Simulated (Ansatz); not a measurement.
Input file:

```
crystal:
  periodic: [false, false, false]
  atoms:
    - { symbol: Si, position_ang: [-0.64495, 1.05007, 0.079] }
    - { symbol: "N", position_ang: [0.69485, -0.08954, 0.25528] }
    - { symbol: C, position_ang: [0.55133, -1.32799, -0.20796] }
    - { symbol: S, position_ang: [-0.83237, -1.79982, -0.92709] }
    - { symbol: H, position_ang: [-0.89319, 1.25714, -1.34002] }
    - { symbol: H, position_ang: [-1.78404, 0.54703, 0.83239] }
    - { symbol: H, position_ang: [-0.04572, 2.22852, 0.71021] }
    - { symbol: H, position_ang: [-0.43529, -1.08437, -0.60207] }
    - { symbol: H, position_ang: [1.38197, -2.01833, -0.09309] }
basis:
  gaussian: { orbitals: "6-31G" }
hamiltonian:
  xc: pbe
relax:
  f_tol: 0.02
  max_steps: 50
output:
  orbitals: {}
```

Command:

```sh
ansatz run input.yaml --threads 1 --pin off --max-ram 2048MiB --backend cpu --events-out ev --progress --plain --runs-dir out
```

The fields are those of the relaxed geometry.

Level of theory: Ansatz 0.2.0, RKS PBE/6-31G.

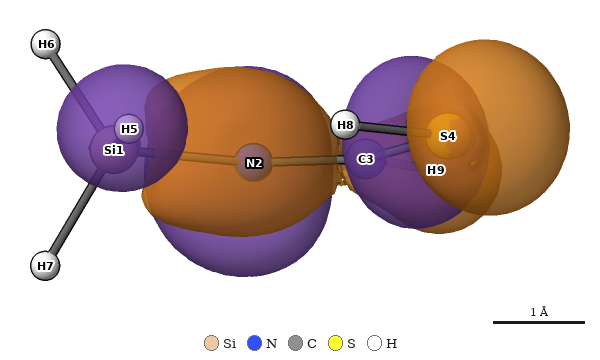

CH$_{5}$NSSi. The HOMO at ±0.1 Å⁻³ᐟ² (orange and purple are the two phases), seen from one side.

Q: Where does this orbital lie, and at what energy?

A: By Hirshfeld shares it lies mainly on N2 (about 55 %), S4 (about 20 %), Si1 (about 10 %) and C3 (about 10 %); largely a combination of lone pairs on N2 and S4. Its energy is −5.73 eV.
